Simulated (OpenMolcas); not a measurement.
Run report: Ho³⁺ complex, multiconfigurational calculation (part 2 of 2)

The same run, continued: Ho³⁺ with 8 ligands (F; cube, 2.39 Å), embedded in SrF2 by model potentials and point charges, whose field is part of the energies. Method: state-averaged CASSCF, active space 10 electrons in the shell 4f, basis ANO-RCC-VDZP on the metal and ANO-RCC-VDZP on the ligands, DKH2 scalar Hamiltonian, spin-orbit coupling by RASSI with atomic mean-field integrals (OpenMolcas).

**Output (extracts), continued**
```
--- RASSI ---
SPIN-FREE ENERGIES:
  (Shifted by EMIN (a.u.) =     -13403.6131793730)

 SF State       Relative EMIN(au)   Rel lowest level(eV)    D:o, cm**(-1)

     1             0.0000000000        0.0000000000              0.0000
     2             0.0005393053        0.0146752459            118.3638
     3             0.0005393053        0.0146752459            118.3638
     4             0.0005393053        0.0146752459            118.3638
     5             0.0006535470        0.0177839189            143.4370
     6             0.0008388380        0.0228259448            184.1037
     7             0.0008388380        0.0228259448            184.1037
     8             0.0008388380        0.0228259448            184.1037
     9             0.0021876928        0.0595301550            480.1431
    10             0.0021876928        0.0595301550            480.1431
    11             0.0025823003        0.0702679711            566.7494
    12             0.0025823003        0.0702679711            566.7494
    13             0.0025823003        0.0702679711            566.7494
    14             0.0808310651        2.1995253325          17740.3682
    15             0.0820041554        2.2314467466          17997.8318
    16             0.0821620176        2.2357423966          18032.4785
    17             0.0821620176        2.2357423966          18032.4785
    18             0.0821620176        2.2357423966          18032.4785
    19             0.0822530364        2.2382191427          18052.4548
    20             0.0822530364        2.2382191427          18052.4548
    21             0.0822530364        2.2382191427          18052.4548
    31             0.0972826341        2.6471953316          21351.0703
    32             0.0972826341        2.6471953316          21351.0703
    33             0.0972826341        2.6471953316          21351.0703
    34             0.0972859780        2.6472863226          21351.8041
    35             0.0972859780        2.6472863226          21351.8041
    36             0.0972859780        2.6472863226          21351.8041
    37             0.0972946134        2.6475213051          21353.6994
    38             0.0972946134        2.6475213051          21353.6994
    39             0.0974588462        2.6519903075          21389.7443
    40             0.0974588462        2.6519903075          21389.7443
    41             0.0974588462        2.6519903075          21389.7443
    42             0.0975011698        2.6531419915          21399.0333
    43             0.0975011698        2.6531419915          21399.0333
    44             0.0975011698        2.6531419915          21399.0333
    45             0.0975248551        2.6537865015          21404.2316
    46             0.1237346327        3.3669908820          27156.6129
    47             0.1237346327        3.3669908820          27156.6129
    48             0.1237346327        3.3669908820          27156.6129
    49             0.1238162029        3.3692105195          27174.5155
Eigenvalues of complex Hamiltonian:
   -----------------------------------
  (Shifted by EMIN (a.u.) =     -13403.6131793730)

 SO State       Relative EMIN(au)   Rel lowest level(eV)    D:o, cm**(-1)

     1            -0.0360958995        0.0000000002              0.0000
     2            -0.0360958996        0.0000000000              0.0000
     3            -0.0360957361        0.0000044482              0.0359
     4            -0.0360957361        0.0000044478              0.0359
     5            -0.0360957361        0.0000044479              0.0359
     6            -0.0359137261        0.0049571924             39.9825
     7            -0.0359137261        0.0049571925             39.9825
     8            -0.0359137261        0.0049571924             39.9825
     9            -0.0350008780        0.0297970531            240.3294
    10            -0.0350008780        0.0297970534            240.3294
    11            -0.0349557657        0.0310246219            250.2305
    12            -0.0349557658        0.0310246209            250.2304
    13            -0.0349557658        0.0310246209            250.2304
    14            -0.0349046790        0.0324147638            261.4427
    15            -0.0347097692        0.0377185284            304.2204
    16            -0.0347097692        0.0377185289            304.2205
    17            -0.0347097692        0.0377185289            304.2205
    18            -0.0121135077        0.6525941277           5263.5266
    19            -0.0121135077        0.6525941283           5263.5266
    20            -0.0121135077        0.6525941284           5263.5266
    21            -0.0120374588        0.6546635238           5280.2174
    22            -0.0120374588        0.6546635243           5280.2174
    23            -0.0119973329        0.6557554046           5289.0240
    24            -0.0119973329        0.6557554051           5289.0240
    25            -0.0119973329        0.6557554046           5289.0240
    26            -0.0118020544        0.6610692031           5331.8827
    27            -0.0117220366        0.6632465986           5349.4446
    28            -0.0117220366        0.6632465984           5349.4446
    29            -0.0117220366        0.6632465985           5349.4446
    30            -0.0116678257        0.6647217530           5361.3425
    31            -0.0116678257        0.6647217518           5361.3425
    32            -0.0116678257        0.6647217531           5361.3425
    33             0.0049937146        1.1181053617           9018.1279
    34             0.0049937146        1.1181053613           9018.1279
    35             0.0049937146        1.1181053618           9018.1279
    36             0.0050111009        1.1185784658           9021.9438
    37             0.0050607663        1.1199299323           9032.8441
    38             0.0050607663        1.1199299319           9032.8441
    39             0.0050607663        1.1199299318           9032.8441
    40             0.0052299602        1.1245339318           9069.9778
    41             0.0052299601        1.1245339302           9069.9778
Weights of the five most important spin-orbit-free states for each spin-orbit state.

 SO State  Total energy (au)           Spin-free states, spin, and weights
 -------------------------------------------------------------------------------------------------------
    1        -0.036096       4 2.0  0.1984    1 2.0  0.1932    5 2.0  0.1414    7 2.0  0.1226    6 2.0  0.0874
    2        -0.036096       1 2.0  0.1932    3 2.0  0.1673    2 2.0  0.1465    5 2.0  0.1414    8 2.0  0.1291
    3        -0.036096       4 2.0  0.2473    1 2.0  0.2179    3 2.0  0.1383    8 2.0  0.1000    6 2.0  0.0935
    4        -0.036096       1 2.0  0.2179    3 2.0  0.2138    2 2.0  0.1658    8 2.0  0.0955    6 2.0  0.0903
    5        -0.036096       2 2.0  0.2198    1 2.0  0.2179    4 2.0  0.1323    7 2.0  0.1289    3 2.0  0.0927
    6        -0.035914       5 2.0  0.2454    6 2.0  0.1854    8 2.0  0.1571    7 2.0  0.1305    4 2.0  0.0747
    7        -0.035914       5 2.0  0.2454    8 2.0  0.2300    7 2.0  0.2077    3 2.0  0.0775    2 2.0  0.0716
    8        -0.035914       6 2.0  0.2523    5 2.0  0.2454    7 2.0  0.1348    8 2.0  0.0859    4 2.0  0.0744
    9        -0.035001      12 2.0  0.1608    9 2.0  0.1250   10 2.0  0.1250   11 2.0  0.1186    5 2.0  0.0968
   10        -0.035001      13 2.0  0.1714    9 2.0  0.1250   10 2.0  0.1250   11 2.0  0.0973    5 2.0  0.0968
   11        -0.034956      10 2.0  0.3293   13 2.0  0.2164    4 2.0  0.0855    2 2.0  0.0608   11 2.0  0.0605
   12        -0.034956       9 2.0  0.2524   12 2.0  0.2181    3 2.0  0.1124   10 2.0  0.0814   11 2.0  0.0610
```

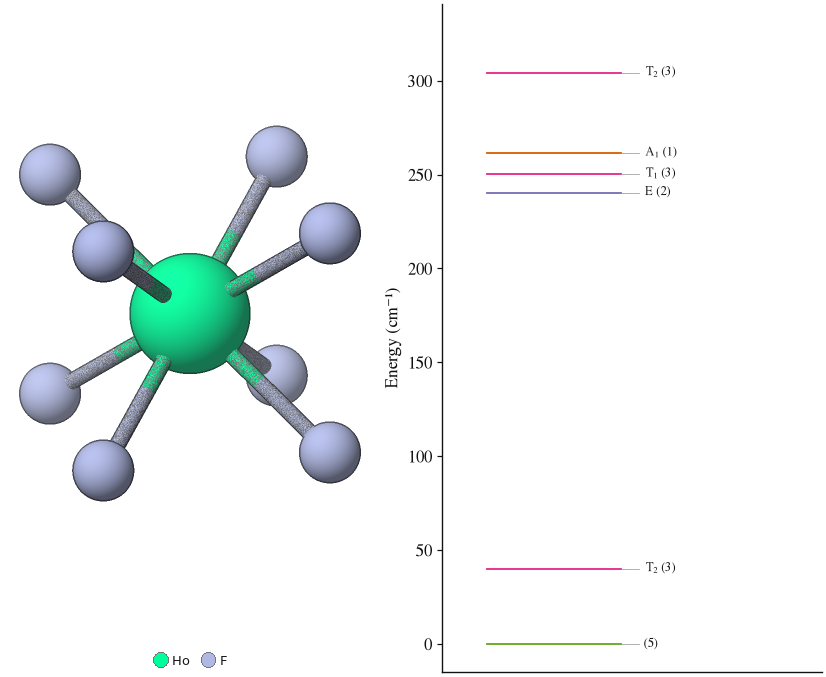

Fig. 2: Ho³⁺ (4f¹⁰) as a dopant in SrF₂, a cluster with its 8 nearest F⁻ at 2.390 Å (cube) embedded in model potentials and point charges; the geometry was set, not optimised, and its levels. Labels give the representation in O, Td, D4 or D3 as the site allows (double group for half-integer spin) where it could be assigned and, in brackets, the degeneracy; spin-free states, where drawn, share the zero of the spin-orbit levels. The ground level is 5-fold degenerate, 94 % from states of spin multiplicity 5 (of the 210 states of multiplicity 3, 105 enter the spin-orbit step), effective J = 8.02, with |mJ| = 4 the largest share (30 %). The next level lies at 40 cm⁻¹ (T₂). The lowest J multiplet spreads over 304 cm⁻¹. The active orbitals hold 100 % metal character (Löwdin), and the Mulliken charge of the metal is +2.42.

**The input**
```
&GATEWAY
Basis set
Ho.ANO-RCC-VDZP.
Ho1 0.0 0.0 0.0 Angstrom
End of basis
Basis set
F.ANO-RCC-VDZP.
L1 1.379867 1.379867 1.379867 Angstrom
L2 1.379867 1.379867 -1.379867 Angstrom
L3 1.379867 -1.379867 1.379867 Angstrom
L4 1.379867 -1.379867 -1.379867 Angstrom
End of basis
Basis set
Sr.EMB-AIMP.Pascual.0s.0s.ECP.SrF2.
PseudoCharge
* 21 symmetry-unique lattice sites within 7.6 angstrom
End of basis
Basis set
F.EMB-AIMP.Pascual.0s.0s.ECP.SrF2.
PseudoCharge
* 40 symmetry-unique lattice sites within 7.6 angstrom
End of basis
Symmetry
XYZ
AngMom=0.0 0.0 0.0
AMFI
RICD
XField
1348 Angstrom 0
* Evjen-weighted lattice charges
&SEWARD
&RASSCF
FileOrb=start.orb
Symmetry=1
Spin=5
nActEl=10 0 0
Inactive=35 32
Ras2=0 7
CIRoot=35 35 1
SDav=35
CIMx=300
Iter=150 100
PrWF=0.3
OrbListing=Nothing
MaxOrb=0
LevShft=1.0
>>> COPY $Project.JobIph JOB001
&RASSCF
FileOrb=start.orb
Symmetry=1
Spin=3
nActEl=10 0 0
Inactive=35 32
Ras2=0 7
CIRoot=162 162 1
SDav=210
CIMx=300
Iter=150 100
PrWF=0.3
OrbListing=Nothing
MaxOrb=0
CIOnly
LevShft=1.0
>>> COPY $Project.JobIph JOB002
&RASSCF
FileOrb=start.orb
Symmetry=1
Spin=1
nActEl=10 0 0
Inactive=35 32
Ras2=0 7
CIRoot=162 162 1
SDav=196
CIMx=300
Iter=150 100
PrWF=0.3
OrbListing=Nothing
MaxOrb=0
CIOnly
LevShft=1.0
>>> COPY $Project.JobIph JOB003
&RASSI
NrOfJobIphs=3 30 105 31
1 2 3 4 5 6 7 8 9 10 11 12 13 14 15 16 17 18 19 20 21 22 23 24 25 26 27
28 29 30
1 2 3 4 5 6 7 8 9 10 11 12 13 14 15 16 17 18 19 20 21 22 23 24 25 26 27
28 29 30 31 32 33 34 35 36 37 38 39 40 41 42 43 44 45 46 47 48 49 50 51
52 53 54 55 56 57 58 59 60 61 62 63 64 65 66 67 68 69 70 71 72 73 74 75
76 77 78 79 80 81 82 83 84 85 86 87 88 89 90 91 92 93 94 95 96 97 98 99
100 101 102 103 104 105
1 2 3 4 5 6 7 8 9 10 11 12 13 14 15 16 17 18 19 20 21 22 23 24 25 26 27
28 29 30 31
IphNames
JOB001
JOB002
JOB003
EJob
SpinOrbit
DIPRint=1.0
SOCoupling=1000.0
Subsets=2
Property=9
'ANGMOM' 1 'ANGMOM' 2 'ANGMOM' 3 'MLTPL  1' 1 'MLTPL  1' 2 'MLTPL  1' 3
'AMFI' 1 'AMFI' 2 'AMFI' 3
SOProperty=3
'ANGMOM' 1 'ANGMOM' 2 'ANGMOM' 3
```

The file start.orb holds starting orbitals from an earlier step. A driver script formed the levels outside the program, from RASSI's spin-orbit matrix and the active-space energies, averaged over the components of each term or state.

Run as:
```bash
OMP_NUM_THREADS=1 MOLCAS_MEM=2457 MOLCAS_PROJECT=a pymolcas a.inp > a.log  # once for each step of the input, in one work folder
```

**Key numbers**

- outcome: converged
- energy of the lowest spin-free term: −13403.61318 hartree
- energy of the lowest spin-orbit level: −13403.64928 hartree
- largest spread among components of a term: 0.8 cm⁻¹
- hardware: 1 thread of Arm Neoverse V1, 24 GiB of memory available, shared host
- wall time: 2.3 min
- peak memory: 0.6 GiB

**Notes**

Without dynamic correlation the splittings between terms come out too large, often by 20 to 50 %. To bear in mind: high states of lower spin left out of the spin-orbit mixing; the geometry is set by hand, with no relaxation; spin-free states above about 45,000 cm⁻¹ are left out of the spin-orbit step.
